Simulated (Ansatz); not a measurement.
Consider BH4OSi (SMILES [O]B[SiH3]) (doublet).

```json
{"atom": "O", "x (Å)": "-1.3209", "y (Å)": "-1.2214", "z (Å)": "1.1466"}
{"atom": "B", "x (Å)": "-0.4893", "y (Å)": "-1.1602", "z (Å)": "0.1996"}
{"atom": "Si", "x (Å)": "0.3198", "y (Å)": "0.7753", "z (Å)": "-0.1115"}
{"atom": "H", "x (Å)": "-0.0344", "y (Å)": "-1.9753", "z (Å)": "-0.6036"}
{"atom": "H", "x (Å)": "1.8175", "y (Å)": "0.6337", "z (Å)": "-0.1487"}
{"atom": "H", "x (Å)": "-0.1067", "y (Å)": "1.7190", "z (Å)": "0.9721"}
{"atom": "H", "x (Å)": "-0.1862", "y (Å)": "1.2289", "z (Å)": "-1.4544"}
```

Level of theory: Ansatz 0.2.0, UKS PBE-D4/def2-SVP.

Q: What will maps of the electron density, electron localisation function and spin density show?

A: B–O (1.26 Å): ρ is about 2.7 e/Å³ halfway; the ELF peaks at about 0.90 between the atoms; a shared but strongly polarised pair.
Si–B (2.12 Å): ρ is about 0.59 e/Å³ halfway; the ELF peaks at about 0.95 between the atoms (a shared electron pair).
B–H (1.23 Å): ρ is about 1.1 e/Å³ halfway; the ELF climbs to about 1 towards the hydrogen, as it does in any bond to H (a covalent bond by its length).
Si–H (1.50 Å): ρ at the midpoint is about 0.76 e/Å³; the ELF climbs to about 1 towards the hydrogen.
The unpaired spin (1 electron) lies mostly on O1 (about 0.5), Si3 (about 0.3), B2 (about 0.1) and H4 (about 0.1), in electrons by Hirshfeld's partition.

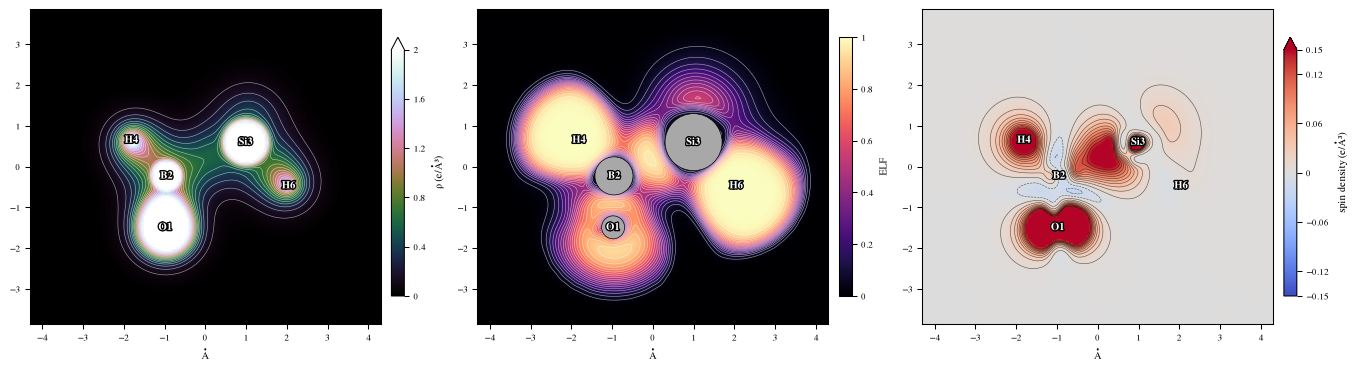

Computed electron density, electron localisation function and spin density on the plane of atoms Si3, B2 and H4, in this order. Grey discs cover the atomic cores in the ELF map. 
